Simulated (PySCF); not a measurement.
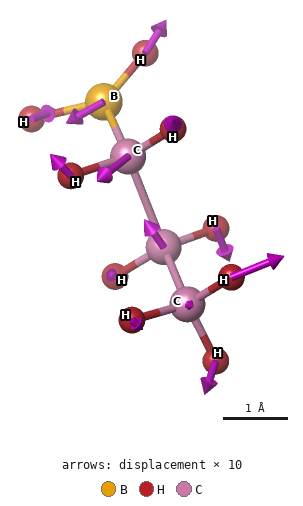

This is a relaxation of C3H9B. The starting structure is drawn; purple arrows show the displacements, 10 times their true length. The two geometries are superimposed by the best rigid fit.

Style: ball-and-stick. Shown from a free direction.

The start comes from GFN2-xTB. Its atoms were then displaced at random by about 0.03 Å.

Method: PySCF, PBE0-D3(BJ)/def2-SVP geometry optimisation, gas phase. 

Q: What did the optimiser do to the structure, and how much energy did it gain?

A: Over 5 geometry steps the energy falls by 0.792 eV. The largest moves after the best rigid fit, 0.092 Å, are those of C and H atoms. Largest moves by element: C 0.092 Å, H 0.092 Å, B 0.074 Å. Some distances before and after: B–H 1.094 → 1.212 Å, B–H 1.297 → 1.213 Å, B–C 1.481 → 1.561 Å, C–H 1.029 → 1.101 Å. Bond angles that change, for instance: C–C–H 101.1° → 109.8°, C–C–H 102.2° → 108.0°, H–C–H 111.3° → 105.7°.
